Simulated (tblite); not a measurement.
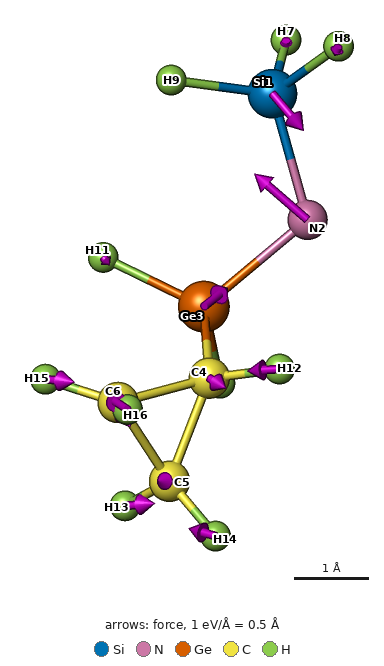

Starting geometry of C$_{3}$H$_{10}$GeNSi (multiplicity 2) with the computed forces as purple arrows. Style: ball-and-stick. Shown from a free direction.

Computed with GFN2-xTB geometry optimisation, gas phase in tblite. 

**What follows when this structure is relaxed?**

It isn't relaxed: the largest force vector, on the N atom, is 1.93 eV/Å. The final displacements have little in common with the starting forces (cosine between the two patterns 0.29). Over 130 geometry steps the energy falls by 13.2 kcal/mol. The N atom moves most after the best rigid fit: 1.20 Å. By element the largest moves are N 1.20 Å, H 1.19 Å, Ge 0.39 Å, Si 0.26 Å, C 0.24 Å. Among the contacts that change: N–Si 1.780 → 1.687 Å, Ge–N 1.836 → 1.755 Å, Ge–H 1.562 → 1.513 Å, C–Ge 1.937 → 1.972 Å. Bond angles that change, for instance: Si–N–Ge 114.2° → 158.0°, N–Si–H 113.9° → 106.9°, N–Ge–H 113.4° → 108.1°. Groups turn about Ge–N by about 115°, N–Si by about 105°, C–Ge by about 40°.
